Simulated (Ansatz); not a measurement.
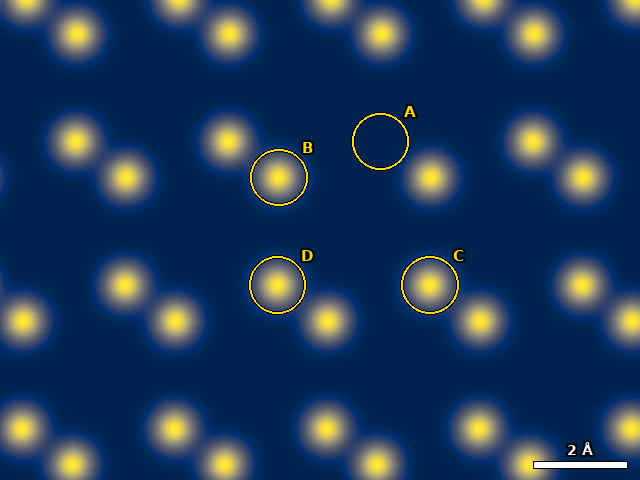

Z-contrast image of Si (Fd-3m, No. 227) along [110]. Simulated incoherent Z contrast: every atom adds Z^1.7 spread by a probe of 0.73 Å full width; channelling and multiple scattering are left out. A slight drift was added.

The sample is 1 repeat (3.8 Å) thick. One point defect was put into the perfect crystal, without relaxing the atoms around it. Brightness is counted from the darkest point of the image. Host structure: a calculation's starting geometry.

**Which ringed column holds the defect, and does it scatter more or less than its equals?**

A; it scatters less. The column holds 1 atom (Si) through the sample, and one Si atom is missing, so its peak vanishes.
